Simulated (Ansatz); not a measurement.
PtSeS4

```cif
data_structure
_symmetry_space_group_name_H-M 'P 1'
_symmetry_Int_Tables_number 1
_cell_length_a 5.7792
_cell_length_b 5.7792
_cell_length_c 11.0141
_cell_angle_alpha 90.000
_cell_angle_beta 90.000
_cell_angle_gamma 90.000
_cell_volume 367.87
loop_
_atom_site_label
_atom_site_type_symbol
_atom_site_fract_x
_atom_site_fract_y
_atom_site_fract_z
_atom_site_occupancy
Pt1 Pt 0.00000 0.00000 0.50000 1
Pt2 Pt 0.50000 0.50000 0.00000 1
Se1 Se 0.00000 0.00000 0.00000 1
Se2 Se 0.50000 0.50000 0.50000 1
S1 S 0.26088 0.26088 0.90094 1
S2 S 0.76088 0.76088 0.40094 1
S3 S 0.26088 0.73912 0.09906 1
S4 S 0.76088 0.23912 0.59906 1
S5 S 0.73912 0.26088 0.09906 1
S6 S 0.23912 0.76088 0.59906 1
S7 S 0.23912 0.23912 0.40094 1
S8 S 0.73912 0.73912 0.90094 1
```

Space group I-42m; a structure generated by program, which may or may not match a known phase.

Method: DFT PBE, scalar-relativistic, plane waves, PAW in Ansatz 0.2.0.

Predict the valence pseudo-density and electron localisation function between the atoms.

Pt–S (2.24 Å): ρ is about 0.87 e/Å³ halfway; the ELF peaks at about 0.75 in the valence shell of S, 0.8 Å from its nucleus, and is about 0.45 at the midpoint.
Se–S (2.40 Å): ρ at the midpoint is about 0.57 e/Å³; the ELF peaks at about 0.75 in the valence shell of S, 0.8 Å from its nucleus, and is about 0.60 at the midpoint.

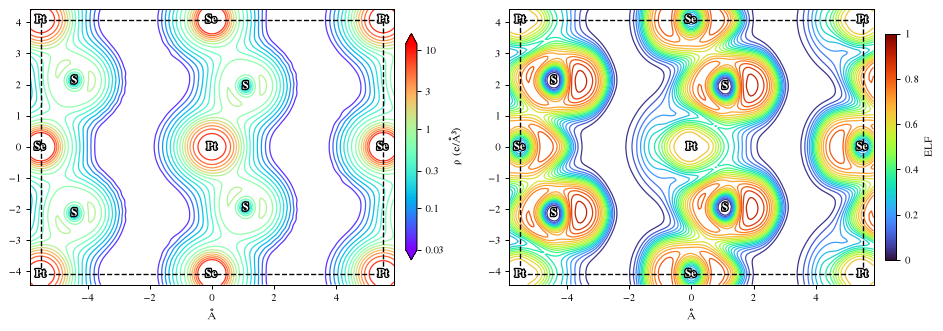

Computed valence pseudo-density and electron localisation function on the (110) plane of the conventional cell, in this order. 

Core electrons are frozen (PAW), and the valence fields are smoothed inside the atomic spheres.
